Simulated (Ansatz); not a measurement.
C₆H₄N₂O (SMILES N#Cc1c[nH]cc1C=O)

The calculation's input:

```
crystal:
  periodic: [false, false, false]
  atoms:
    - {symbol: C, position_ang: [-1.652703, -1.139951, -0.826749]}
    - {symbol: C, position_ang: [-0.823782, 0.004143, -0.682040]}
    - {symbol: C, position_ang: [-0.298843, 0.486634, 0.503418]}
    - {symbol: C, position_ang: [0.405537, 1.847307, -1.130976]}
    - {symbol: C, position_ang: [-0.372974, 0.875771, -1.731798]}
    - {symbol: C, position_ang: [-0.660637, 0.784476, -3.165532]}
    - {symbol: N, position_ang: [-2.330190, -2.072628, -0.956592]}
    - {symbol: "N", position_ang: [0.435568, 1.594953, 0.202777]}
    - {symbol: O, position_ang: [-0.238084, 1.564727, -3.984673]}
    - {symbol: H, position_ang: [-0.402052, 0.115402, 1.519832]}
    - {symbol: H, position_ang: [0.934468, 2.151880, 0.884385]}
    - {symbol: H, position_ang: [0.926515, 2.686727, -1.584852]}
    - {symbol: H, position_ang: [-1.312411, -0.074775, -3.460463]}
basis:
  gaussian: {orbitals: def2-SVPD}
total_charge: 0
hamiltonian: {xc: pbe0}
output: {forces: true, orbitals: {seedname: orbitals}}
```

Run with:

```sh
ansatz run input.yaml --threads 2 --pin off --max-ram 5220MiB --events-out events.jsonl --progress --plain --runs-dir runs
```

Geometry: PBE0-D3(BJ)/def2-SVP.

Computed with isolated molecule in a Gaussian basis; Kohn-Sham density functional theory, functional PBE0 (Ansatz).

**Predict the electron density and electron localisation function between the atoms.**

C–N (1.16 Å): the density is about 3.5 e/Å³ at the midpoint; the ELF peaks at about 0.85 between the atoms: a multiple bond.
C–O (1.21 Å): ρ is about 3.3 e/Å³ halfway; the ELF peaks at about 0.85 between the atoms: a short, multiple covalent bond.
C–C (1.38 Å): the density is about 2.1 e/Å³ at the midpoint; the ELF peaks at about 0.95 between the atoms, as expected for localised, covalent bonding.
N–H (1.01 Å): ρ at the midpoint is about 2.9 e/Å³; the ELF climbs to about 1 towards the hydrogen, as it does in any bond to H; an ordinary covalent bond to hydrogen.

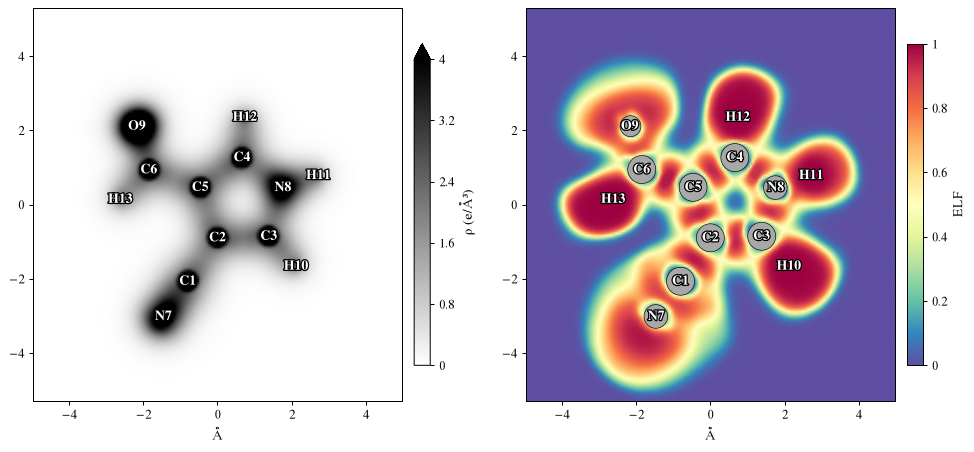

Computed electron density and electron localisation function on the molecular plane, in this order. Grey discs cover the atomic cores in the ELF map. 
